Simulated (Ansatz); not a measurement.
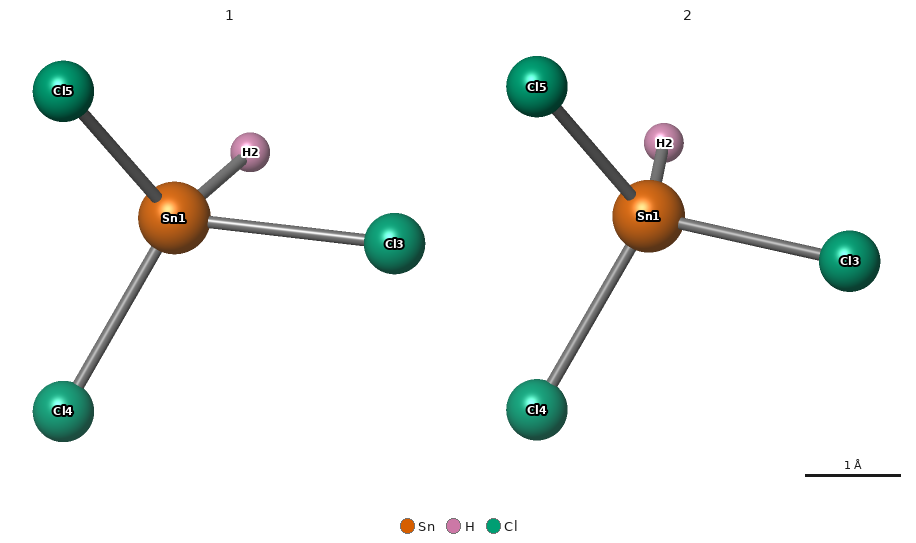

Two geometries of SnHCl₃, drawn at one scale. One is the start of a relaxation, the other its converged end. Style: ball-and-stick. Shown at a tilt.

The calculation used RKS PBE-D4/def2-SVPD in Ansatz. (no spin polarisation; force threshold 0.03 eV/Å; at most 50 steps)

### Which one is relaxed?

Structure 2 is the relaxed one. The run prepares an end point of a later path (reaction) calculation, from a guessed geometry. Over 4 geometry steps the energy falls by 48.1 kJ/mol. The largest force component goes from 1 to 0.021 eV/Å. The largest move after the best rigid fit is that of H2, 0.52 Å. Largest moves by element: H 0.52 Å, Cl 0.41 Å, Sn 0.18 Å. Among the contacts that change: Sn1–Cl3 2.392 → 2.360 Å, Sn1–H2 1.721 → 1.712 Å, Sn1–Cl4 2.354 → 2.362 Å. Bond angles that change, for instance: H2–Sn1–Cl3 76.8° → 111.0°, H2–Sn1–Cl4 121.5° → 111.1°, Cl3–Sn1–Cl4 113.5° → 107.9°.
